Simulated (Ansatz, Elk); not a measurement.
# CoAg2PbS4: X-ray structure factors from the self-consistent density

The structure of CoAg2PbS4 used here is made up (a known structure type with other elements) and was relaxed beforehand with PBE. The aim is the Fourier transform of its all-electron density, F(hkl), set beside the sum over free spherical atoms that refinements use.

Calculated with Elk 11.2.3 (patched build); DFT, PBE, all-electron APW+lo, Dirac cores, scalar-relativistic bands, static density, ferromagnetic start.

The structure was built from a prototype and need not be the compound's stable phase.

**1. The starting structure**

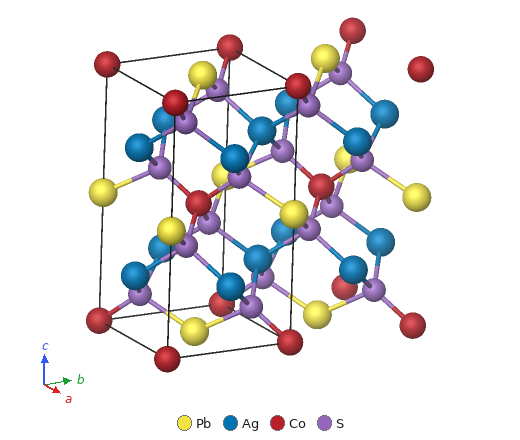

Start, viewed slightly off an axis; lead yellow, silver blue, cobalt red, sulfur purple. 1×2×1 cells are drawn. This picture shows the conventional cell, with its axes. Bonds to atoms that aren't drawn are left out. Some periodic images of atoms are drawn too.

**2. Ground state and structure factors**

An all-electron density is needed, since X-rays see the cores too. Task 0 finds the density and task 195 Fourier-transforms it; tshift is off so that phases refer to the origin typed.

Contents of elk.in:

```
tasks
  0
  195
  196

xctype
  20

spinpol
  .true.

rgkmax
  7.0

gmaxvr
  14.0

lmaxo
  7

lmaxapw
  8

swidth
  0.002

tshift
  .false.

ramdisk
  .false.

hmaxvr
  5.5

maxscl
  120

epspot
  1e-06

reducebf
  0.8

sppath
  './'

avec
  -5.49962353201 5.49962353201 10.51723893732
  5.49962353201 -5.49962353201 10.51723893732
  5.49962353201 5.49962353201 -10.51723893732

atoms
  4
  'Pb.in'
  1
  0.5000000000 0.5000000000 -0.0000000000   0.000000 0.000000 0.000000
  'Ag.in'
  2
  0.2500000000 0.7500000000 0.5000000000   0.000000 0.000000 0.000000
  0.7500000000 0.2500000000 0.5000000000   0.000000 0.000000 0.000000
  'Co.in'
  1
  -0.0000000000 -0.0000000000 -0.0000000000   0.000000 0.000000 -0.080000
  'S.in'
  4
  0.0873965904 0.6703908677 0.0000000000   0.000000 0.000000 0.000000
  0.9126034096 0.9126034096 0.5829942773   0.000000 0.000000 0.000000
  0.6703908677 0.0873965904 0.0000000000   0.000000 0.000000 0.000000
  0.3296091323 0.3296091323 0.4170057227   0.000000 0.000000 0.000000

ngridk
  5 5 5
```

Run with:

```console
$ OMP_NUM_THREADS=4 elk
```

Numbers of over 12 decimals in the logs are rounded to 6 here.

Output:

```text
┌─────────────────────────┐
│ Elk code version 11.2.3 │
└─────────────────────────┘

All units are atomic (Hartree, Bohr, etc.)

┌─────────────────────────────────────────────────┐
│ Ground-state run starting from atomic densities │
└─────────────────────────────────────────────────┘

Lattice vectors :
  -5.499623532       5.499623532       10.51723894
   5.499623532      -5.499623532       10.51723894
   5.499623532       5.499623532      -10.51723894

Reciprocal lattice vectors :
 -0.1582656947E-16  0.5712377648      0.2987088790
  0.5712377648     -0.1582656947E-16  0.2987088790
  0.5712377648      0.5712377648     -0.8504049725E-17

Unit cell volume      :    1272.411704
Brillouin zone volume :   0.1949449323

Muffin-tin inner radius fraction :   0.1000000000E-01

Nuclei treated as point charges

Species : 1 (Pb)
 parameters loaded from : Pb.in
 name : lead
 nuclear charge    :   -82.00000000
 electronic charge :    82.00000000
 atomic mass :    377702.4943
 muffin-tin radius :    2.800000000
 number of radial points in muffin-tin :   1393
 inner part over the whole radius :   0.9993555083E-02
 number on inner part of muffin-tin    :   1001
 approximate nuclear radius :   0.1047603524E-03
 number of mesh points to nuclear radius :    525
 atomic positions (lattice), magnetic fields (Cartesian) :
  1 :   0.50000000  0.50000000  0.00000000    0.00000000  0.00000000  0.00000000

Species : 2 (Ag)
 parameters loaded from : Ag.in
 name : silver
 nuclear charge    :   -47.00000000
 electronic charge :    47.00000000
 atomic mass :    196631.6998
 muffin-tin radius :    2.600000000
 number of radial points in muffin-tin :   1193
 inner part over the whole radius :   0.9869554211E-02
 number on inner part of muffin-tin    :    849
 approximate nuclear radius :   0.8648227117E-04
 number of mesh points to nuclear radius :    425
 atomic positions (lattice), magnetic fields (Cartesian) :
  1 :   0.25000000  0.75000000  0.50000000    0.00000000  0.00000000  0.00000000
  2 :   0.75000000  0.25000000  0.50000000    0.00000000  0.00000000  0.00000000

Species : 3 (Co)
 parameters loaded from : Co.in
 name : cobalt
 nuclear charge    :   -27.00000000
 electronic charge :    27.00000000
 atomic mass :    107428.6517
 muffin-tin radius :    2.125631028
 number of radial points in muffin-tin :    993
 inner part over the whole radius :   0.9886189719E-02
 number on inner part of muffin-tin    :    698
 approximate nuclear radius :   0.7243775530E-04
 number of mesh points to nuclear radius :    336
 atomic positions (lattice), magnetic fields (Cartesian) :
  1 :   0.00000000  0.00000000  0.00000000    0.00000000  0.00000000 -0.08000000

Species : 4 (S)
 parameters loaded from : S.in
 name : sulphur
 nuclear charge    :   -16.00000000
 electronic charge :    16.00000000
 atomic mass :    58450.91931
 muffin-tin radius :    1.948495109
 number of radial points in muffin-tin :    793
 inner part over the whole radius :   0.9873876034E-02
 number on inner part of muffin-tin    :    552
 approximate nuclear radius :   0.6195814986E-04
 number of mesh points to nuclear radius :    253
 atomic positions (lattice), magnetic fields (Cartesian) :
  1 :   0.08739659  0.67039087  0.00000000    0.00000000  0.00000000  0.00000000
  2 :   0.91260341  0.91260341  0.58299428    0.00000000  0.00000000  0.00000000
  3 :   0.67039087  0.08739659  0.00000000    0.00000000  0.00000000  0.00000000
  4 :   0.32960913  0.32960913  0.41700572    0.00000000  0.00000000  0.00000000

Total number of atoms per unit cell :    8
Total muffin-tin volume :    403.3768897
 ratio of muffin-tin to unit cell volume :   0.3170175884

Spin treatment :
 spin-polarised
 global magnetic field (Cartesian) :    0.000000000       0.000000000       0.000000000
 collinear magnetisation in z-direction

Number of Bravais lattice symmetries :   16
Number of crystal symmetries         :    8
Crystal has no inversion symmetry
Complex Hermitian eigensolver will be used

[...]
nuclear-nuclear             :     -2846.9408756338
 electron-nuclear            :     -80356.310871891
 Hartree                     :      10986.720777268
 Madelung                    :     -43000.692409561
 xc potential                :     -1110.8694513659
 xc effective B-field        :    -0.63624803661104E-01
 external B-field            :      0.000000
 exchange                    :     -837.64655086380
 correlation                 :     -13.842366787891
 electron entropic           :    -0.15658073776890E-02
 total energy                :     -34553.562287834
 (external B-field energy excluded from total)

Density of states at Fermi energy :    116.9303577
 (states/Hartree/unit cell)

Estimated indirect band gap :   0.1155074043E-02
 from k-point 1 to k-point 7
Estimated direct band gap   :   0.4974321907E-02
 at k-point 7

Charges :
 core                        :    176.0000000
 valence                     :    91.00000000
 interstitial                :    14.53849085
 muffin-tins (core leakage)
  species : 1 (Pb)
[...]
species : 2 (Ag)
[...]
species : 3 (Co)
[...]
species : 4 (S)
[...]
total in muffin-tins        :    252.4615091
 total calculated charge     :    266.9943570
 total charge                :    267.0000000
 error                       :   0.5643007098E-02

Moments :
 interstitial                :   0.2946242704
 muffin-tins
  species : 1 (Pb)
[...]
species : 2 (Ag)
[...]
species : 3 (Co)
[...]
species : 4 (S)
[...]
total in muffin-tins        :    1.887440417
 total moment                :    2.182064687

RMS change in Kohn-Sham potential (target) :   0.9149299937E-06 (  0.1000000000E-05)
Absolute change in total energy (target)   :   0.1730718941E-04 (  0.1000000000E-03)

Convergence targets achieved

┌──────────────────┐
│ Loop number : 22 │
└──────────────────┘

Energies :
 Fermi                       :     0.142754
 sum of occupied eigenvalues :     -21028.151035613
 electron kinetic            :      38514.459155344
 core electron kinetic       :      37803.915888670
 Coulomb                     :     -72216.530955559
 Coulomb potential           :     -58431.677117679
 nuclear-nuclear             :     -2846.9408756338
 electron-nuclear            :     -80356.310848004
 Hartree                     :      10986.720768079
 Madelung                    :     -43000.692396720
 xc potential                :     -1110.8694474241
 xc effective B-field        :    -0.63621170198244E-01
 external B-field            :      0.000000
 exchange                    :     -837.64654785415
 correlation                 :     -13.842366962112
 electron entropic           :    -0.15658260541000E-02
 total energy                :     -34553.562280858
 (external B-field energy excluded from total)

Density of states at Fermi energy :    116.9316737
 (states/Hartree/unit cell)

Estimated indirect band gap :   0.1154746715E-02
 from k-point 1 to k-point 7
Estimated direct band gap   :   0.4974158716E-02
 at k-point 7

Charges :
 core                        :    176.0000000
 valence                     :    91.00000000
 interstitial                :    14.53849027
 muffin-tins (core leakage)
  species : 1 (Pb)
[...]
species : 2 (Ag)
[...]
species : 3 (Co)
[...]
species : 4 (S)
[...]
atom 2                    :    13.68994166     (  0.3710397391E-03)
   atom 3                    :    13.68994166     (  0.3710397391E-03)
   atom 4                    :    13.68994166     (  0.3710397391E-03)
 total in muffin-tins        :    252.4615097
 total calculated charge     :    266.9943570
 total charge                :    267.0000000
 error                       :   0.5643007566E-02

Moments :
 interstitial                :   0.2946255464
 muffin-tins
  species : 1 (Pb)
[...]
species : 2 (Ag)
[...]
species : 3 (Co)
[...]
species : 4 (S)
[...]
atom 2                    :   0.4430027256E-01
   atom 3                    :   0.4430027256E-01
   atom 4                    :   0.4430027256E-01
 total in muffin-tins        :    1.887456604
 total moment                :    2.182082150

┌──────────────────────────────┐
│ Self-consistent loop stopped │
└──────────────────────────────┘

Warning : the lowest level lies among the core levels :   -3.207941463      -2.629880216

Warning : core states of species 1 leak from the muffin-tin :   0.1179452245E-02

Warning : core states of species 3 leak from the muffin-tin :   0.1899385017E-02

Warning : core states of species 4 leak from the muffin-tin :   0.3710397391E-03

Wrote STATE.OUT
```

The job ended after 9.2 min (4 threads of INTEL XEON PLATINUM 8581C at 2.30GHz (Emerald Rapids), shared host; peak memory 0.85 GiB; 32 min of CPU time).

SFACRHO.OUT:

```text

h k l indices transformed by vhmat matrix:
   1.000000000       0.000000000       0.000000000    
   0.000000000       1.000000000       0.000000000    
   0.000000000       0.000000000       1.000000000    

      h      k      l  multipl.   |H|            Re(F)            Im(F)           |F|

      0      0      0      1   0.0000000       267.00000      0.66278423E-16   267.00000    
      1      1     -1      2  0.59741776       17.476490     -0.77254886E-14   17.476490    
      0      1      0      8  0.64462359      -41.879100      0.12140053E-13   41.879100    
      0      0     -1      4  0.80785219       18.035240     -0.44145649E-13   18.035240    
      1      1     -2      4   1.0047553       178.56027      -47.423175       184.75045    
      2      0     -1      4   1.0047553       178.56027       47.423175       184.75045    
      1      2     -1      8   1.0627114      -58.501872      0.39731084E-13   58.501872    
     -1      1     -1      4   1.1424755       131.61824      0.68977577E-13   131.61824    
     -2     -2      2      2   1.1948355       124.65261      0.18623946E-13   124.65261    
     -2      0      2      8   1.2892472       12.664574      0.40834725E-13   12.664574    
      0     -1     -1      8   1.3117888      -55.816631       14.905168       57.772487    
      1     -2      0      8   1.3117888      -55.816631      -14.905168       57.772487    
     -2     -2      1      4   1.4423096       11.896252       4.0745612       12.574691    
      2      2     -3      4   1.4423096       11.896252      -4.0745612       12.574691    
      2      1      0      8   1.5603224      -40.919402      -14.950658       43.565120    
      0      3     -2      8   1.5603224      -40.919402       14.950658       43.565120    
     -3     -2      2      8   1.5990583      -54.931225     -0.52974779E-13   54.931225    
      2     -2      0      4   1.6157044       186.78593     -0.29967523E-13   186.78593
```

Elk indexes on the primitive cell of elk.in and gives |H| = 4π sin θ/λ in inverse bohr. Below, one row stands for each form hkl of the conventional cell (m members, Friedel mates merged), F is for one primitive cell and the density is static (no thermal factor). Free-atom factors are Waasmaier and Kirfel's, and R is Σm||F|−|F'||/Σm|F|.

| hkl | m | sin θ/λ (Å⁻¹) | abs F, DFT | neutral atoms | diff. | abs of complex diff. |
| --- | --- | --- | --- | --- | --- | --- |
| 002 | 2 | 0.090 | 17.477 | 17.336 | +0.140 | 0.140 |
| 101 | 8 | 0.097 | 41.879 | 42.319 | -0.440 | 0.440 |
| 110 | 4 | 0.121 | 18.035 | 17.886 | +0.149 | 0.149 |
| 112 | 8 | 0.151 | 184.750 | 184.780 | -0.030 | 0.655 |
| 103 | 8 | 0.160 | 58.502 | 58.572 | -0.070 | 0.070 |
| 200 | 4 | 0.172 | 131.618 | 132.353 | -0.735 | 0.735 |
| 004 | 2 | 0.180 | 124.653 | 125.294 | -0.641 | 0.641 |
| 202 | 8 | 0.194 | 12.665 | 12.384 | +0.280 | 0.280 |
| 211 | 16 | 0.197 | 57.772 | 57.747 | +0.025 | 0.059 |
| 114 | 8 | 0.217 | 12.575 | 12.205 | +0.370 | 0.376 |
| 213 | 16 | 0.235 | 43.565 | 43.501 | +0.064 | 0.068 |
| 105 | 8 | 0.240 | 54.931 | 54.812 | +0.119 | 0.119 |
| 220 | 4 | 0.243 | 186.786 | 187.183 | -0.397 | 0.397 |
| 204 | 8 | 0.249 | 189.552 | 189.962 | -0.410 | 0.410 |
| 222 | 8 | 0.259 | 18.831 | 18.672 | +0.159 | 0.168 |
| 301 | 8 | 0.262 | 65.481 | 65.440 | +0.042 | 0.042 |
| 006 | 2 | 0.270 | 9.042 | 8.979 | +0.062 | 0.062 |
| 310 | 8 | 0.272 | 7.786 | 7.658 | +0.128 | 0.128 |

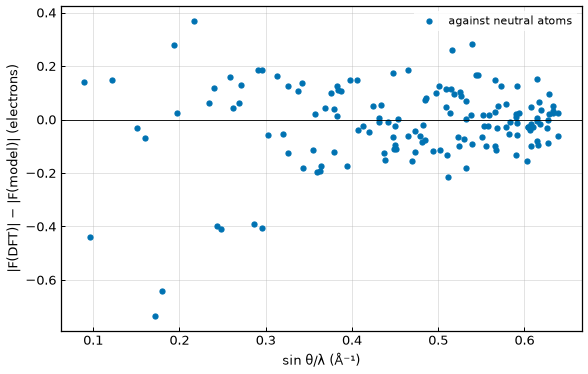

Difference between the calculated structure factors and the independent-atom ones.

**3. The magnetisation density**

The same run holds the spin density, and task 196 transforms it. The order is that of the start, and no other was tried.

SFACMAG_1.OUT:

```text

h k l indices transformed by vhmat matrix:
   1.000000000       0.000000000       0.000000000    
   0.000000000       1.000000000       0.000000000    
   0.000000000       0.000000000       1.000000000    

      h      k      l  multipl.   |H|            Re(F)            Im(F)           |F|

      0      0      0      1   0.0000000       2.1820822     -0.27465550E-17   2.1820822    
      1      1     -1      2  0.59741776       1.4732603      0.10777746E-17   1.4732603    
      0      1      0      8  0.64462359       1.5265907     -0.43110985E-17   1.5265907    
      0      0     -1      4  0.80785219       1.4136901     -0.30851299E-16   1.4136901    
      1      1     -2      4   1.0047553       1.4158297     -0.13697695       1.4224403    
      2      0     -1      4   1.0047553       1.4158297      0.13697695       1.4224403    
      1      2     -1      8   1.0627114       1.3990140      0.13472183E-16   1.3990140    
     -1      1     -1      4   1.1424755       1.1646010     -0.30716577E-16   1.1646010    
     -2     -2      2      2   1.1948355       1.2046067     -0.52810957E-16   1.2046067    
     -2      0      2      8   1.2892472       1.2251133      0.10238859E-16   1.2251133    
      0     -1     -1      8   1.3117888       1.1854693     -0.19610404E-01   1.1856315    
      1     -2      0      8   1.3117888       1.1854693      0.19610404E-01   1.1856315    
     -2     -2      1      4   1.4423096       1.1506712     -0.60458268E-01   1.1522584    
      2      2     -3      4   1.4423096       1.1506712      0.60458268E-01   1.1522584    
      2      1      0      8   1.5603224       1.0917080      0.23066392E-01   1.0919517    
      0      3     -2      8   1.5603224       1.0917080     -0.23066392E-01   1.0919517
```

The total moment is 2.18 μB a cell; sphere moments: Pb1 +0.02, Ag2 +0.04, Ag3 +0.04, Co4 +1.62, S5 +0.04, S6 +0.04, S7 +0.04, S8 +0.04 μB. Polarised neutrons measure spin and orbital magnetisation together; without spin-orbit coupling the run gives the spin part:

| hkl | sin θ/λ (Å⁻¹) | abs F_M (μB) |
| --- | --- | --- |
| 002 | 0.090 | 1.473 |
| 101 | 0.097 | 1.527 |
| 110 | 0.121 | 1.414 |
| 112 | 0.151 | 1.422 |
| 103 | 0.160 | 1.399 |
| 200 | 0.172 | 1.165 |
| 004 | 0.180 | 1.205 |
| 202 | 0.194 | 1.225 |
| 211 | 0.197 | 1.186 |
| 114 | 0.217 | 1.152 |
| 213 | 0.235 | 1.092 |
| 105 | 0.240 | 1.058 |
| 220 | 0.243 | 1.088 |
| 204 | 0.249 | 1.061 |

**4. The highest occupied states alone**

An energy window below the Fermi level keeps the highest occupied states, to see at which angles they scatter; shallow core shells can lie inside it and anion s states outside. No new self-consistency is needed.

Changes to elk.in since step 2:

```diff
@@ -1,5 +1,3 @@
 tasks
-  0
   195
-  196
 
@@ -44,2 +42,5 @@
 
+wsfac
+  -0.408490 0.442750
+
 sppath
```

Run with:

```console
$ OMP_NUM_THREADS=4 elk
```

Output:

```text
┌─────────────────────────────────┐
│ Elk code version 11.2.3 started │
└─────────────────────────────────┘

Info(readinput): the functional depends on the density's gradient
 muffin-tin radial points multiplied by    2.00000
 (not where nrmtscf is given)

┌────────────────────┐
│ Current task : 195 │
└────────────────────┘
Info(checkmt): changed muffin-tin radius of species 3 (Co) from   2.4000 to   2.1256
Info(checkmt): changed muffin-tin radius of species 4 (S) from   2.2000 to   1.9485

Info(sfacrho): density structure factors written to SFACRHO.OUT

 Energy window :  -0.4084900000      0.4427500000

┌──────────────────┐
│ Elk code stopped │
└──────────────────┘
```

Elapsed: 24 s, on 4 threads; peak memory 0.53 GiB; 36 s of CPU time.

States within 15 eV below the Fermi level hold 59.00 electrons; any levels below the window count with the cores. Their amplitudes can exceed the total, where window and core parts have opposite phase:

| hkl | sin θ/λ (Å⁻¹) | abs F, window | abs F, all |
| --- | --- | --- | --- |
| 002 | 0.090 | 7.314 | 17.477 |
| 101 | 0.097 | 8.775 | 41.879 |
| 110 | 0.121 | 6.590 | 18.035 |
| 112 | 0.151 | 23.494 | 184.750 |
| 103 | 0.160 | 3.148 | 58.502 |
| 200 | 0.172 | 9.636 | 131.618 |
| 004 | 0.180 | 8.455 | 124.653 |
| 202 | 0.194 | 5.451 | 12.665 |
| 211 | 0.197 | 4.178 | 57.772 |
| 114 | 0.217 | 4.635 | 12.575 |

[end of part 1 of 2]

[Logs are printed without paths, hosts, clocks, repeated set-up lines and the standing remarks that a program may print on its own settings, such as how far it seeks lower states.]

[Hosts, paths, dates, database ids (printed as entryN), source tags and the programs' standing remarks are cut or masked in the printed files.]
